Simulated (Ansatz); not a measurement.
**Geometry relaxation of Si2H5SOF (part 3 of 3)**

Si2H5SOF, SMILES O[SiH2]S[SiH2]F; RKS PBE-D4/def2-SVP (Ansatz 0.2.0). The geometry: force-field start.

**Trajectory as extended XYZ, continued**
```
10
Properties=species:S:1:pos:R:3:forces:R:3 step=31 energy=-31410.19050
O    -2.7661   -0.0172    0.1417    0.1584   0.3338  -0.0155
Si   -1.2367   -0.6448   -0.1535   -0.1506   0.0857  -0.0094
S     0.1352   -0.0728    1.4452    0.0510  -0.0275  -0.0684
Si    1.8413    0.3978    0.2292   -0.0574   0.0977   0.0003
F     1.6485    1.8358   -0.5424   -0.0020  -0.1165   0.0490
H    -2.8110    0.9612    0.2276    0.0469  -0.4291  -0.0345
H    -1.4312   -2.1309   -0.1847    0.0038   0.0812   0.0204
H    -0.6245   -0.1505   -1.4431   -0.0370  -0.0443   0.0523
H     2.0732   -0.6386   -0.8304   -0.0064   0.0237   0.0120
H     2.9965    0.5207    1.1737   -0.0066  -0.0048  -0.0063
10
Properties=species:S:1:pos:R:3:forces:R:3 step=32 energy=-31410.19409
O    -2.7102    0.0870    0.1075    0.3803   0.2656  -0.0388
Si   -1.2370   -0.6912   -0.1545   -0.3379  -0.0811   0.0953
S     0.1770   -0.2574    1.4557    0.1455   0.0669  -0.2501
Si    1.8215    0.4142    0.2301   -0.1964   0.2287  -0.0734
F     1.4733    1.8689   -0.4742    0.0707  -0.3760   0.1585
H    -2.6533    1.0638    0.2051   -0.0041  -0.4178  -0.0489
H    -1.5799   -2.1598   -0.1219    0.0442   0.2372  -0.0290
H    -0.5746   -0.3111   -1.4606   -0.0431  -0.0183   0.1202
H     2.1250   -0.5550   -0.8811   -0.0334   0.1003   0.0754
H     2.9835    0.6011    1.1572   -0.0259  -0.0053  -0.0091
10
Properties=species:S:1:pos:R:3:forces:R:3 step=33 energy=-31410.20284
O    -2.6851    0.1208    0.0966    0.3098   0.1974   0.0044
Si   -1.2544   -0.7338   -0.1471   -0.1714   0.2347  -0.0450
S     0.1918   -0.2984    1.4287    0.0470  -0.0470   0.0342
Si    1.8203    0.4315    0.2316   -0.1900   0.1078  -0.1351
F     1.4332    1.8803   -0.4501    0.0585  -0.1942   0.0897
H    -2.5746    1.0917    0.2013   -0.0220  -0.3993  -0.0498
H    -1.6609   -2.1776   -0.1270    0.0406   0.1092   0.0520
H    -0.5588   -0.3747   -1.4369   -0.0587  -0.0578   0.0048
H     2.1355   -0.5117   -0.8932    0.0144   0.0573   0.0303
H     2.9782    0.6325    1.1594   -0.0282  -0.0082   0.0145
10
Properties=species:S:1:pos:R:3:forces:R:3 step=34 energy=-31410.21287
O    -2.6460    0.1375    0.0603    0.1142   0.0907  -0.0199
Si   -1.2380   -0.7486   -0.1398   -0.0822   0.0448   0.0220
S     0.1983   -0.3166    1.4409   -0.0156  -0.0194  -0.0033
Si    1.7852    0.4518    0.2287    0.0476  -0.0071  -0.0265
F     1.4379    1.9489   -0.3478   -0.0288  -0.0375   0.0234
H    -2.5111    1.1026    0.1270   -0.0415  -0.1090  -0.0130
H    -1.6628   -2.1770   -0.0392   -0.0112   0.0001   0.0003
H    -0.5344   -0.4709   -1.4431   -0.0281  -0.0147   0.0067
H     2.0292   -0.4226   -0.9668    0.0382   0.0451   0.0497
H     2.9669    0.5555    1.1432    0.0074   0.0070  -0.0393
10
Properties=species:S:1:pos:R:3:forces:R:3 step=35 energy=-31410.22059
O    -2.6226    0.1763    0.0574    0.1724   0.0865  -0.0182
Si   -1.2494   -0.7663   -0.1405   -0.1026   0.0290   0.0038
S     0.2195   -0.3883    1.4248    0.0150  -0.0251  -0.0167
Si    1.7857    0.4554    0.2336    0.0365   0.0309  -0.0547
F     1.3716    1.9487   -0.3096   -0.0225  -0.0411   0.0114
H    -2.4504    1.1371    0.1053   -0.0490  -0.1234  -0.0133
H    -1.7254   -2.1766   -0.0096   -0.0139   0.0137   0.0039
H    -0.5561   -0.5422   -1.4604   -0.0082   0.0054   0.0323
H     2.0849   -0.3744   -0.9818   -0.0153   0.0271   0.0550
H     2.9673    0.5909    1.1440   -0.0123  -0.0030  -0.0036
10
Properties=species:S:1:pos:R:3:forces:R:3 step=36 energy=-31410.22748
O    -2.5398    0.2685    0.0386    0.4522   0.1143  -0.0429
Si   -1.2549   -0.8118   -0.1371   -0.2488   0.1439   0.0235
S     0.2715   -0.5538    1.4037    0.0676   0.0344  -0.1291
Si    1.7608    0.4690    0.2382   -0.0913   0.1254  -0.0919
F     1.2024    1.9522   -0.2261    0.0568  -0.2691   0.0593
H    -2.2759    1.2154    0.0512   -0.0982  -0.3751  -0.0187
H    -1.8570   -2.1744    0.0482    0.0367   0.1408  -0.0111
H    -0.5508   -0.6900   -1.4696   -0.0575   0.0077   0.0897
H     2.1245   -0.2745   -1.0216   -0.0777   0.0770   0.1185
H     2.9443    0.6602    1.1378   -0.0398   0.0008   0.0027
10
Properties=species:S:1:pos:R:3:forces:R:3 step=37 energy=-31410.23827
O    -2.4952    0.2941    0.0369    0.3492   0.0354  -0.0464
Si   -1.2440   -0.8204   -0.1360   -0.2261   0.1271   0.0280
S     0.2878   -0.5979    1.4022    0.0558   0.0153  -0.0907
Si    1.7434    0.4704    0.2410   -0.0924   0.0595  -0.0674
F     1.1394    1.9379   -0.2071    0.0351  -0.1720   0.0381
H    -2.2064    1.2306    0.0340   -0.0721  -0.2353  -0.0111
H    -1.8819   -2.1627    0.0582    0.0327   0.0982  -0.0088
H    -0.5433   -0.7206   -1.4706   -0.0373   0.0049   0.0747
H     2.0979   -0.2552   -1.0286   -0.0258   0.0639   0.0903
H     2.9275    0.6843    1.1333   -0.0192   0.0030  -0.0066
10
Properties=species:S:1:pos:R:3:forces:R:3 step=38 energy=-31410.25991
O    -2.3902    0.3658    0.0383    0.2047  -0.0841  -0.0081
Si   -1.2270   -0.8345   -0.1257   -0.1727   0.0900   0.0359
S     0.3368   -0.7337    1.3931    0.0376   0.0416  -0.0923
Si    1.6963    0.4596    0.2389   -0.0587   0.0867   0.0662
F     0.9540    1.8720   -0.1884    0.0274  -0.1572   0.0410
H    -2.0395    1.2761    0.0043   -0.0045  -0.0435  -0.0121
H    -1.9544   -2.1266    0.0726    0.0281   0.0554  -0.0011
H    -0.5206   -0.7763   -1.4545   -0.0202  -0.0099  -0.0078
H     2.1028   -0.2072   -1.0400   -0.0054   0.0110   0.0070
H     2.8669    0.7655    1.1247   -0.0363   0.0100  -0.0287
10
Properties=species:S:1:pos:R:3:forces:R:3 step=39 energy=-31410.28139
O    -2.2755    0.4378    0.0558    0.2118   0.0108  -0.0434
Si   -1.2191   -0.8531   -0.1298   -0.1634   0.1139   0.0550
S     0.3848   -0.8693    1.3555    0.1004   0.0843  -0.0853
Si    1.6662    0.4577    0.2540   -0.2252   0.1055   0.0081
F     0.7745    1.7986   -0.1540    0.1396  -0.2239   0.0738
H    -1.8586    1.3191   -0.0370   -0.0153  -0.1794   0.0104
H    -2.0299   -2.0887    0.1119    0.0488   0.0769  -0.0097
H    -0.5532   -0.8587   -1.4817   -0.0171  -0.0111   0.0178
H     2.1185   -0.1493   -1.0393    0.0219   0.0364   0.0000
H     2.8176    0.8665    1.1279   -0.1014  -0.0133  -0.0267
10
Properties=species:S:1:pos:R:3:forces:R:3 step=40 energy=-31410.29575
O    -2.1546    0.5032    0.0648    0.2591  -0.0189  -0.0787
Si   -1.2055   -0.8712   -0.1209   -0.2614   0.1819   0.0699
S     0.4284   -0.9710    1.3343    0.0574   0.1245  -0.2658
Si    1.6089    0.4488    0.2344   -0.0608   0.1442   0.2158
F     0.6240    1.7423   -0.1365    0.1676  -0.2654   0.0211
H    -1.6669    1.3475   -0.0590   -0.0422  -0.3053   0.0373
H    -2.0941   -2.0478    0.1519    0.0713   0.1035  -0.0192
H    -0.5645   -0.9410   -1.4852   -0.0323  -0.0107   0.0392
H     2.1458   -0.0623   -1.0745   -0.0995   0.0324   0.0845
H     2.7037    0.9123    1.1540   -0.0593   0.0140  -0.1041
10
Properties=species:S:1:pos:R:3:forces:R:3 step=41 energy=-31410.28836 accepted=F
O    -2.0498    0.5504    0.0650    0.2765  -0.1228  -0.0925
Si   -1.2397   -0.9135   -0.1291   -0.1002   0.5517  -0.1011
S     0.4723   -1.0716    1.2362    0.0894   0.1175   0.0613
Si    1.6050    0.4791    0.2643   -0.2840  -0.0969  -0.1429
F     0.5268    1.6984   -0.1156    0.2908  -0.1064   0.0506
H    -1.4708    1.3410   -0.0609   -0.1721  -0.4683   0.0565
H    -2.2144   -2.0127    0.1866    0.1760   0.1143   0.0418
H    -0.6391   -1.0539   -1.5083   -0.1204  -0.0302   0.0315
H     2.1711    0.0099   -1.0512   -0.0303   0.1183   0.1142
H     2.6637    1.0336    1.1763   -0.1257  -0.0774  -0.0194
10
Properties=species:S:1:pos:R:3:forces:R:3 step=42 energy=-31410.31524
O    -2.1095    0.5157    0.0547    0.0262   0.0623  -0.0234
Si   -1.2171   -0.8817   -0.1394   -0.0864  -0.0072   0.0242
S     0.4412   -1.0073    1.2844    0.0639   0.0652  -0.0753
Si    1.6091    0.4648    0.2584   -0.0663  -0.0252   0.0171
F     0.6011    1.7294   -0.1212    0.0395  -0.0434   0.0121
H    -1.5825    1.3328   -0.0579    0.0120  -0.0940   0.0048
H    -2.1205   -2.0257    0.1906    0.0241   0.0184  -0.0159
H    -0.6312   -0.9985   -1.5239    0.0041  -0.0037   0.0422
H     2.1456   -0.0291   -1.0519    0.0003   0.0304   0.0151
H     2.6890    0.9603    1.1696   -0.0173  -0.0028  -0.0009
10
Properties=species:S:1:pos:R:3:forces:R:3 step=43 energy=-31410.31991
O    -2.0724    0.5293    0.0235   -0.0073   0.0171  -0.0087
Si   -1.2295   -0.9006   -0.1436   -0.0127   0.0022   0.0102
S     0.4489   -1.0215    1.2589    0.0176   0.0116  -0.0270
Si    1.5954    0.4807    0.2637    0.0307  -0.0097   0.0299
F     0.5893    1.7586   -0.0683   -0.0050  -0.0048  -0.0122
H    -1.5005    1.3158   -0.0851    0.0023  -0.0151   0.0071
H    -2.1467   -2.0178    0.2282   -0.0088   0.0016  -0.0039
H    -0.6644   -1.0661   -1.5300    0.0089  -0.0112   0.0135
H     2.1230    0.0323   -1.0657   -0.0052   0.0183   0.0010
H     2.6821    0.9500    1.1817   -0.0204  -0.0100  -0.0100
10
Properties=species:S:1:pos:R:3:forces:R:3 step=44 energy=-31410.31967 accepted=F
O    -2.0752    0.5348    0.0095    0.0612  -0.0303   0.0340
Si   -1.2323   -0.8983   -0.1419   -0.0322  -0.0436   0.0114
S     0.4613   -1.0368    1.2468   -0.0490   0.0408  -0.0239
Si    1.5978    0.4803    0.2648    0.0117  -0.0011  -0.0099
F     0.5806    1.7509   -0.0653   -0.0024  -0.0020   0.0047
H    -1.4883    1.3116   -0.0844   -0.0018   0.0431  -0.0062
H    -2.1574   -2.0063    0.2396    0.0063  -0.0055  -0.0023
H    -0.6689   -1.0796   -1.5253    0.0068  -0.0042  -0.0140
H     2.1308    0.0510   -1.0686    0.0039   0.0051   0.0042
H     2.6768    0.9531    1.1880   -0.0045  -0.0023   0.0019
10
Properties=species:S:1:pos:R:3:forces:R:3 step=45 energy=-31410.32040
O    -2.0729    0.5310    0.0206   -0.0016  -0.0013   0.0003
Si   -1.2341   -0.9019   -0.1425    0.0126   0.0083  -0.0047
S     0.4516   -1.0233    1.2522    0.0013  -0.0048   0.0015
Si    1.5979    0.4815    0.2628    0.0021  -0.0039   0.0073
F     0.5885    1.7567   -0.0701   -0.0073   0.0050  -0.0061
H    -1.4941    1.3130   -0.0819    0.0041   0.0047   0.0023
H    -2.1551   -2.0157    0.2302   -0.0031   0.0000   0.0029
H    -0.6645   -1.0730   -1.5259   -0.0061  -0.0099  -0.0008
H     2.1287    0.0418   -1.0678    0.0036   0.0071  -0.0009
H     2.6792    0.9505    1.1856   -0.0055  -0.0052  -0.0016
10
Properties=species:S:1:pos:R:3:forces:R:3 step=46 energy=-31410.32072
O    -2.0596    0.5372    0.0149    0.0350  -0.0089  -0.0067
Si   -1.2367   -0.9061   -0.1453   -0.0167   0.0018   0.0073
S     0.4578   -1.0344    1.2398   -0.0075   0.0002  -0.0132
Si    1.5957    0.4853    0.2641    0.0100  -0.0107   0.0017
F     0.5792    1.7567   -0.0632   -0.0072   0.0156  -0.0040
H    -1.4664    1.3095   -0.0861   -0.0203   0.0004   0.0046
H    -2.1649   -2.0081    0.2460    0.0019   0.0015  -0.0004
H    -0.6843   -1.0977   -1.5330    0.0006  -0.0005   0.0051
H     2.1352    0.0652   -1.0694    0.0002  -0.0011   0.0037
H     2.6692    0.9528    1.1956    0.0041   0.0018   0.0019
10
Properties=species:S:1:pos:R:3:forces:R:3 step=47 energy=-31410.32078
O    -2.0603    0.5362    0.0152    0.0233  -0.0006  -0.0064
Si   -1.2381   -0.9069   -0.1455   -0.0048   0.0004   0.0000
S     0.4571   -1.0337    1.2378   -0.0010   0.0002  -0.0030
Si    1.5965    0.4863    0.2641    0.0080  -0.0082  -0.0008
F     0.5822    1.7594   -0.0641   -0.0080   0.0071  -0.0011
H    -1.4685    1.3095   -0.0851   -0.0158  -0.0002   0.0034
H    -2.1658   -2.0091    0.2462    0.0006   0.0013   0.0010
H    -0.6857   -1.0990   -1.5332   -0.0025   0.0000   0.0037
H     2.1375    0.0653   -1.0684   -0.0004  -0.0003   0.0005
H     2.6703    0.9526    1.1963    0.0007   0.0003   0.0029
```

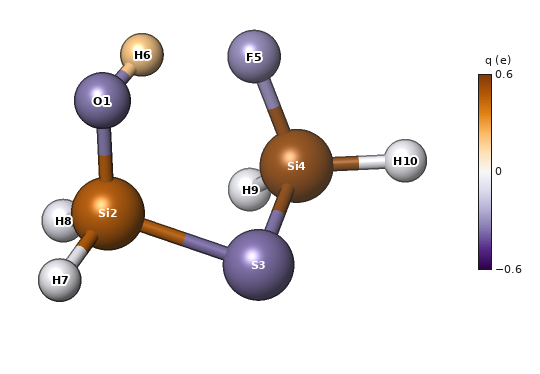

Mulliken charges, as the colour of each atom (ball-and-stick view, seen at a tilt; atoms are numbered from 1 in the order of the input; Mulliken charges depend strongly on the basis). By element: O −0.34, Si +0.48 to +0.57, S −0.37, F −0.32 and H −0.07 to +0.19 e.

This output came from the following input.

**Input**
```yaml
crystal:
  periodic: [false, false, false]
  atoms:
    - {symbol: O, position_ang: [-2.747600, -0.332400, 0.184400]}
    - {symbol: Si, position_ang: [-1.107600, -0.557600, -0.117600]}
    - {symbol: S, position_ang: [-0.228200, 1.216300, 0.561200]}
    - {symbol: Si, position_ang: [1.731300, 0.500900, 0.039400]}
    - {symbol: F, position_ang: [2.831700, 1.592000, 0.423800]}
    - {symbol: H, position_ang: [-2.939000, 0.550500, 0.603800]}
    - {symbol: H, position_ang: [-0.639100, -1.721300, 0.611300]}
    - {symbol: H, position_ang: [-0.919300, -0.700700, -1.573600]}
    - {symbol: H, position_ang: [1.815700, 0.256100, -1.435200]}
    - {symbol: H, position_ang: [2.027300, -0.743200, 0.765800]}
basis:
  gaussian: {orbitals: def2-SVP}
hamiltonian: {xc: pbe, dispersion: d4}
relax: {f_tol: 0.03, max_steps: 200}
```

Launched with:
```bash
ansatz run in.yaml --threads 4 --pin off --events-out ev --progress --plain --max-ram 10444MiB
```

**Key numbers**

| quantity | value |
| --- | --- |
| outcome | converged |
| total energy | −31410.3208 eV |
| mean-field energy | −31410.0425 eV |
| dispersion energy | −0.2783 eV |
| SCF solution under orbital rotations | stable |
| largest force (length of the vector) at the end | 0.024 eV/Å |
| dipole moment | 1.61 D |
| hardware | 4 threads of AMD EPYC, 23 GiB of memory available, shared host |
| wall time | 49 s (CPU time 2.7 min) |
| peak memory | 0.18 GiB |
